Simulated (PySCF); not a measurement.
SMILES F[Si](F)F (F3Si), doublet at its PBE/def2-SVP optimised geometry (Å):

```
4

F      1.0627    -0.7740     0.0000
Si    -0.5636    -0.7740     0.0000
F     -1.0603    -1.4576     1.3895
F     -1.0627     0.7740     0.0000
```

Level of theory: unrestricted PBE/def2-TZVP (PySCF). Cells within 0.4 Å of a nucleus heavier than hydrogen are left out (blank, or x).

Map of the log10 of the electron density (e/bohr³), floored at −4 on the plane z = 0.0 Å:

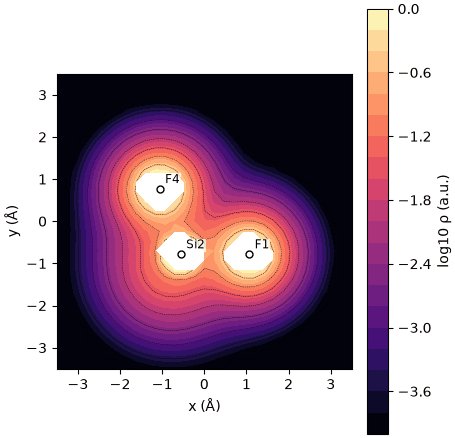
Figure: Log10 of the electron density (e/bohr³), floored at −4 on the plane z = 0.0 Å.
